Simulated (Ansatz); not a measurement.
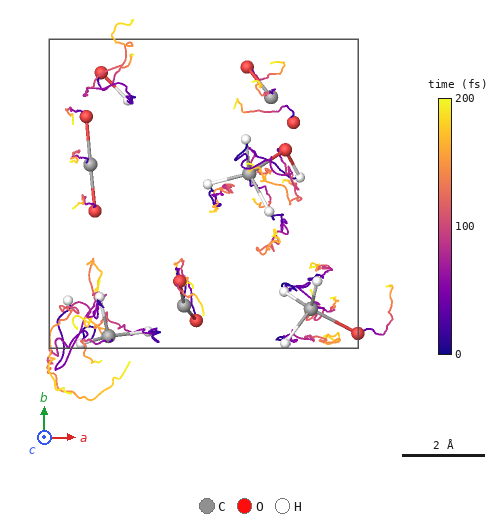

First-principles dynamics of a periodic cell with 3 CO2 + 3 CH3OH at 0.863 g/cm³, 200 fs long. It starts from the last geometry of an earlier run, with fresh velocities. Lines trace each atom's path, coloured by time; spheres stand at the starting positions. Seen along the c axis in the simulation cell.

The calculation used DFT PBE-D3(BJ), scalar-relativistic, plane waves, PAW in Ansatz. Settings: plane-wave cutoff 420 eV; k-point mesh 1 × 1 × 1; Fermi-Dirac smearing 0.02 eV; Langevin thermostat (NVT); set temperature 1000 K; time step 0.5 fs; friction 0.02 per fs.

Input file:
```yaml
crystal:
  lattice:
    - [7.599561, 0.0, 0.0]
    - [0.0, 7.599561, 0.0]
    - [0.0, 0.0, 7.599561]
  atoms:
    - { symbol: C, position: [0.71826833, 0.81299498, -0.05291647] }
    - { symbol: O, position: [0.64091648, 0.91022991, -0.16101969] }
    - { symbol: O, position: [0.79082476, 0.73101617, 0.05542285] }
    - { symbol: C, position: [0.13366961, 0.59503565, 0.50232531] }
    - { symbol: O, position: [0.14852092, 0.44454159, 0.48398604] }
    - { symbol: O, position: [0.12045774, 0.75012368, 0.52464273] }
    - { symbol: C, position: [0.4365634, 0.13888671, 0.40982313] }
    - { symbol: O, position: [0.42267812, 0.21729521, 0.54195877] }
    - { symbol: O, position: [0.47631364, 0.09006794, 0.27316935] }
    - { symbol: C, position: [0.19238255, 1.0398059, 0.82889211] }
    - { symbol: O, position: [0.1687924, 0.89210489, 0.92277914] }
    - { symbol: H, position: [0.16368993, 1.1661737, 0.89177946] }
    - { symbol: H, position: [0.255173, 0.80243212, 0.89606223] }
    - { symbol: H, position: [0.31961784, 1.05479044, 0.76380164] }
    - { symbol: H, position: [0.10336989, 1.01515365, 0.71856615] }
    - { symbol: C, position: [0.64764677, 0.5656131, 0.58932468] }
    - { symbol: O, position: [0.76438961, 0.64263642, 0.46475433] }
    - { symbol: H, position: [0.71219479, 0.44273617, 0.65385127] }
    - { symbol: H, position: [0.81133216, 0.55313713, 0.37836688] }
    - { symbol: H, position: [0.6366993, 0.67642332, 0.68633732] }
    - { symbol: H, position: [0.51388727, 0.531008, 0.54239144] }
    - { symbol: C, position: [0.84673907, 0.12801803, 0.39952039] }
    - { symbol: O, position: [0.99898447, 0.04850241, 0.33892036] }
    - { symbol: H, position: [0.76354436, 0.01605107, 0.46772539] }
    - { symbol: H, position: [1.06127606, 0.15502091, 0.28659101] }
    - { symbol: H, position: [0.86743337, 0.21710849, 0.51151291] }
    - { symbol: H, position: [0.76059875, 0.18343658, 0.30409327] }
basis:
  ecutwfc: 420.0
kpoints:
  mp_grid: { grid: [1, 1, 1] }
hamiltonian:
  xc: pbe
  dispersion: d3bj
scf:
  occupations: { method: fermi_dirac, width: 0.02 }
  lower_state_search: "off"
md:
  timestep: 0.5
  n_steps: 400
  ensemble: nvt_langevin
  temperature: 1000.0
  initial_velocities: maxwell_boltzmann
  seed: 127506
  friction: 0.02
```

Run as
```bash
ansatz run input.yaml --threads 1 --pin off --max-ram 3072MiB --backend cpu --events-out ev --progress --plain --runs-dir out
```

### What do the traces tell about the motion?

In the second half of the run the atoms are, in the root-mean-square, this far from where they began (common drift taken out): H 1.39 Å, O 1.05 Å, C 0.79 Å. The heavy atoms stay within a fraction of a molecule's size of their starting places; so short a run doesn't tell a liquid from a solid. The mean temperature in the second half is 928 K (standard deviation 114 K). The potential energy in the second half lies on average 7.9 meV per atom above the first frame.

Limits of the set-up: the periodic images lie only 7.6 Å apart, so the values are limited by the cell's size.

The run took 18 min on 1 thread of Arm Neoverse V1, with other jobs on the host, peak memory 0.49 GiB.
